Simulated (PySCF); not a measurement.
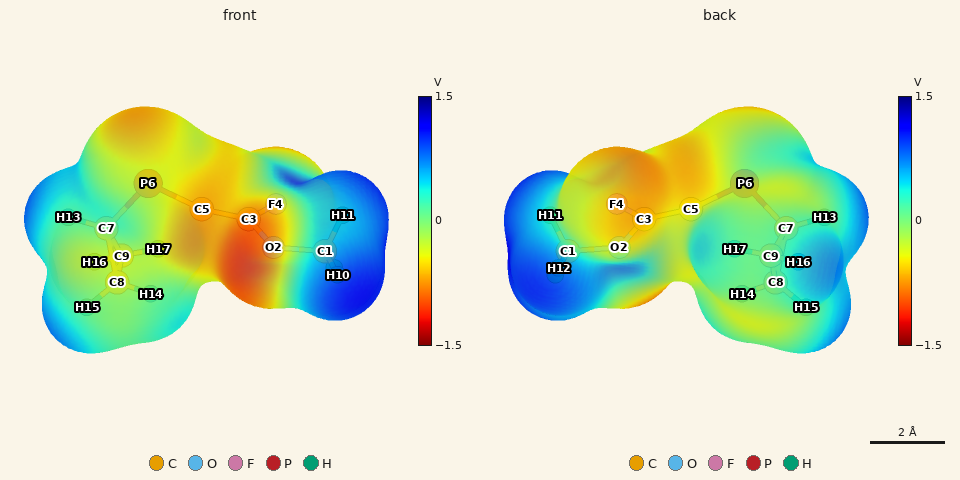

Figure 1: C₆H₈FOP (SMILES COC(F)=C=PC1CC1). The electrostatic potential painted on the density surface at 0.002 e/bohr³, seen from the front and from behind; the colour scale runs from red (negative) to blue (positive).

Geometry: GFN2-xTB.

These are results of PySCF 2.14.0, PBE0/pcSseg-1, SCF density, gas phase, non-relativistic, not measurements.

```xyz
17

C     3.4027   -1.0257    0.4489
O     2.1148   -0.6733    0.9153
C     1.4976    0.3609    0.3164
F     2.1203    0.7955   -0.8193
C     0.3504    0.8678    0.6798
P    -0.8430    1.7936    1.3068
C    -2.3511    0.9900    0.6080
C    -2.4051   -0.4989    0.4014
C    -2.3407    0.4076   -0.7788
H     3.7224   -1.8528    1.0786
H     4.1023   -0.1910    0.5511
H     3.3749   -1.3448   -0.5969
H    -3.2676    1.4737    0.9297
H    -1.5196   -1.0660    0.6511
H    -3.3318   -1.0104    0.6165
H    -3.2215    0.5318   -1.3915
H    -1.4119    0.4541   -1.3291
```

**Which sites attract a positive test charge, and which a negative one?**

A positive charge is drawn to the negative regions and a negative charge to the positive ones. The most negative region (about −1.1 V) lies over O2, the most positive (about +1.1 V) over C1 and H10. O2 is the likeliest acceptor of a hydrogen bond.

**How polar is the molecule by this calculation?**

Its dipole moment is 1.72 D.
